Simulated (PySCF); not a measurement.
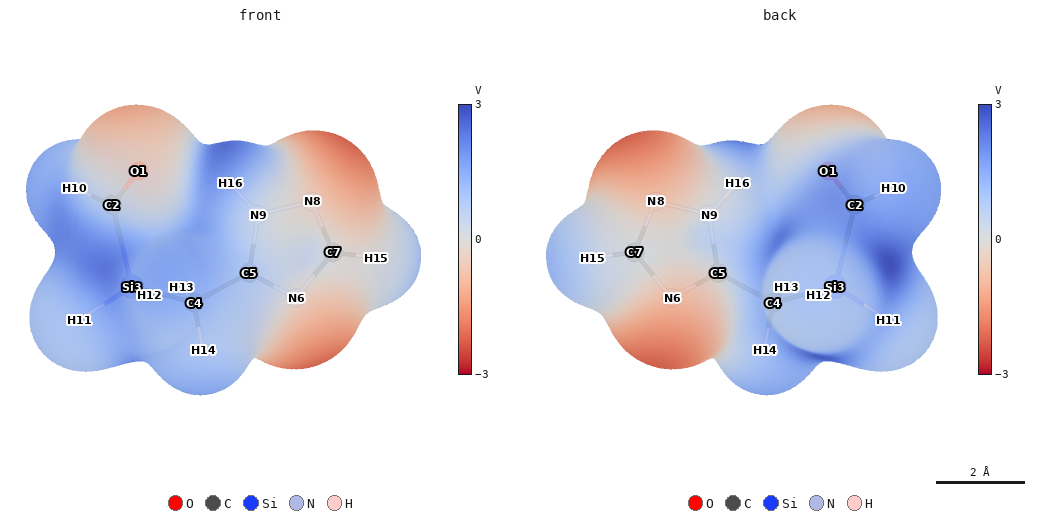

C$_{4}$H$_{7}$N$_{3}$OSi (SMILES O=C[SiH2]Cc1ncn[nH]1). The molecular electrostatic potential painted on the density surface at 0.004 e/bohr³, seen from the front and from behind; the colour scale runs from red (negative) to blue (positive).

Geometry: GFN2-xTB.

These are results of PySCF 2.14.0, B3LYP/def2-SVPD, SCF density, gas phase, not measurements.

```csv
atom,x (Å),y (Å),z (Å)
O,-1.7611,0.0944,1.7794
C,-2.3356,0.3087,0.7397
Si,-1.6371,-0.1573,-0.9967
C,-0.0263,-1.1388,-0.6994
C,1.0366,-0.2718,-0.1496
N,2.0867,0.1922,-0.7940
C,2.7249,0.9383,0.1314
N,2.1317,0.9668,1.2990
N,1.0530,0.1907,1.1187
H,-3.3296,0.8005,0.7726
H,-2.6476,-1.0019,-1.6364
H,-1.4214,1.0949,-1.7180
H,-0.2204,-1.9563,-0.0015
H,0.3381,-1.5672,-1.6315
H,3.6372,1.4596,-0.0708
H,0.3632,0.0561,1.8456
```

Q: Where is the surface potential most negative and most positive?

A: The most negative region (about −2.1 V) lies over N6 and N8, the most positive (about +2.7 V) over Si3.

Q: How polar is the molecule by this calculation?

A: Its dipole moment is 4.14 D.
